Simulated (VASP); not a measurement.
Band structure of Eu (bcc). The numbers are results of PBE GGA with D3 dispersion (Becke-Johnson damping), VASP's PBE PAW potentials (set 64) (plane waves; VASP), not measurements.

The 4f electrons are frozen in the core of the lanthanide potential, so 4f levels, which can set the real gap, and their magnetism are missing.

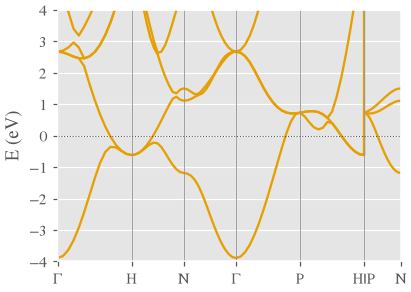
Fig. 1. Bands along high-symmetry lines, zero at the valence-band maximum or, without a gap, the Fermi level

Q: Read the plot: is there a gap, and where are the band edges?

A: It has no gap at this level: it comes out as a metal or semimetal. (Edges off the drawn lines would not show.)

The compound is Eu in the bcc structure. It was relaxed first, which changed the volume by -16 %.
